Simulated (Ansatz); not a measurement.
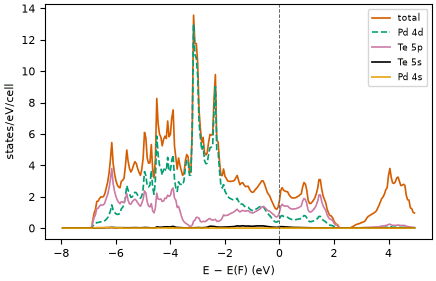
Total and projected density of states of TePd (NiAs type, P6_3/mmc), LDA in the plane-wave PAW code Ansatz

### Question
Which orbitals carry the states next to the Fermi level?

### Answer
Within 0.5 eV of the Fermi level: Te 5p 58 %, Pd 4d 33 %, outside the projected shells 5 %. Projections are on Löwdin-orthogonalised atomic valence shells; empty p or d shells of many metals are not among them.

### Question
Where is the tallest occupied peak in this window, and what makes it?

### Answer
Near -3.1 eV, about 14 states/eV per cell; the largest projected share is Pd 4d.

The first step of the workflow began from a Materials Project structure, measured or hypothetical; the Crystallography Open Database files this formula in space group No. 194, but the cells were not matched. Whether it is the stable phase at ambient conditions was not checked. Symmetry was held in the LDA relaxation; its stability against distortions is not shown here. The run is not spin-polarised. Spin–orbit coupling is left out wherever it is not named.

Potentials: the later of the program's two PAW sets.
